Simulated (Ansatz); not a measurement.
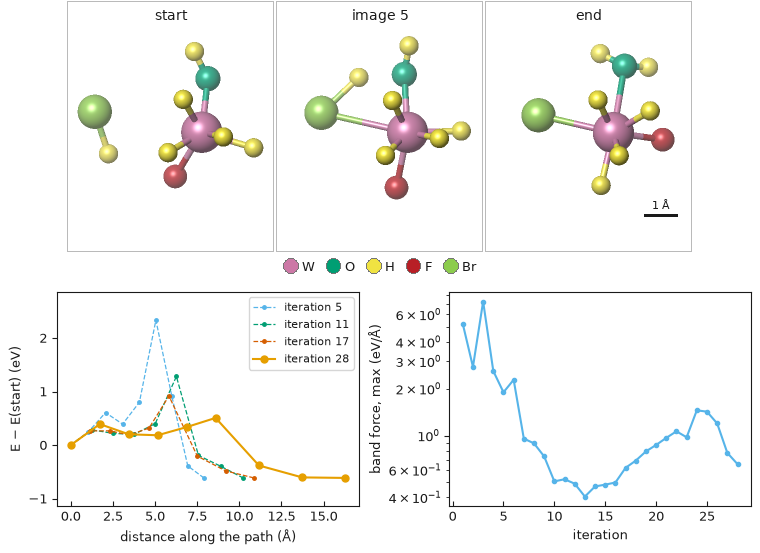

A nudged-elastic-band calculation for WH6OBrF, made up at the start of WH₅OF and HBr. Images are numbered from 0 (start) to 8 (end). The plot follows the band through its iterations. Style: ball-and-stick. Shown at a tilt.

Method: Ansatz 0.2.0, RKS r2SCANh-D4/def2-SVP.

Input file:
```yaml
crystal:
  periodic: [false, false, false]
  atoms:
    - { symbol: W, position_ang: [-0.356282, -0.261212, 0.19855] }
    - { symbol: O, position_ang: [-0.951764, 0.293967, 1.883327] }
    - { symbol: H, position_ang: [-0.521043, 0.866647, 2.527432] }
    - { symbol: H, position_ang: [1.103184, -0.189131, -0.617119] }
    - { symbol: H, position_ang: [0.625823, 1.057867, 0.468643] }
    - { symbol: H, position_ang: [-1.748736, -0.020004, -0.721467] }
    - { symbol: F, position_ang: [0.010325, -2.115163, -0.003713] }
    - { symbol: H, position_ang: [-0.303075, 0.916496, -0.998187] }
    - { symbol: Br, position_ang: [2.256204, -1.44452, 2.194461] }
    - { symbol: H, position_ang: [1.760266, -2.435548, 1.296873] }
basis:
  gaussian: { orbitals: def2-SVP }
hamiltonian:
  xc: r2scanh
  dispersion: d4
neb:
  order_check: false
  images: 7
  f_tol: 0.05
  max_iterations: 28
  initial_path: linear
  final_atoms:
    - { symbol: W, position_ang: [0.26986143, -0.33618105, -0.03264659] }
    - { symbol: O, position_ang: [-0.16015671, -0.67649346, 2.26445852] }
    - { symbol: H, position_ang: [-0.96222805, -1.19535949, 2.41229131] }
    - { symbol: H, position_ang: [0.88478137, 1.10840786, 0.54955765] }
    - { symbol: H, position_ang: [0.23674124, 0.86640859, -1.18793044] }
    - { symbol: H, position_ang: [-0.75726683, 0.93693982, 0.26778583] }
    - { symbol: F, position_ang: [-1.36601641, -1.27752091, 0.07242832] }
    - { symbol: H, position_ang: [0.65161895, -0.71832731, -1.63814317] }
    - { symbol: Br, position_ang: [2.53015547, -0.97603602, 0.72385927] }
    - { symbol: H, position_ang: [0.54741154, -1.06243902, 2.79713931] }
```

Run as
```bash
ansatz run input.yaml --threads 4 --pin off --max-ram 5120MiB --backend cpu --events-out ev --progress --plain --runs-dir out
```

Q: Judge this run.

A: The result isn't final. The band hadn't converged when the run stopped after 28 iterations. The largest component of the band force went from 5.2 to 0.65 eV/Å. The barrier read from it is provisional: over the last two iterations the highest image moved from 0.94 eV to 0.51 eV. The straight starting path can push atoms close together and costs iterations. The first iteration put the highest image at 6.05 eV. The highest point, image 5, lies 0.51 eV above the start and 1.12 eV above the end; the end is at −0.61 eV relative to the start.
